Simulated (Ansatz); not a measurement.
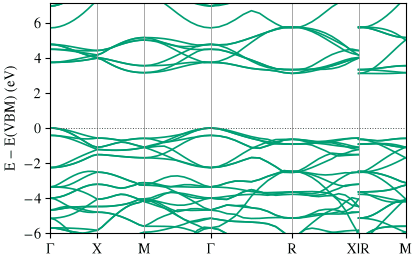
Band structure from r²SCAN (plane waves, PAW; program Ansatz)

Task: Read off the gap and where the band edges lie.

Result: About 3.1 eV (3.11 eV by a search for the band edges); maximum at Γ, minimum on the R–M line, 49 % of the way from R.

Task: Which compound is it?
A. C, Pn-3m (C on 24j)
B. SiC, Pm-3n (Si on 6c, C on 6d)
C. SrTiO3, cubic perovskite
D. CsPbCl3, cubic perovskite

Result: A, C, Pn-3m (C on 24j)

The start of the workflow was typed in or built on a structure type; neither database checked (COD, Materials Project) lists it. It is not the phase usual at ambient conditions (space group No. 194, 227). The r²SCAN relaxation kept the symmetry of its start; its stability against distortions is not shown here.

Potentials: the later of the program's two PAW sets.
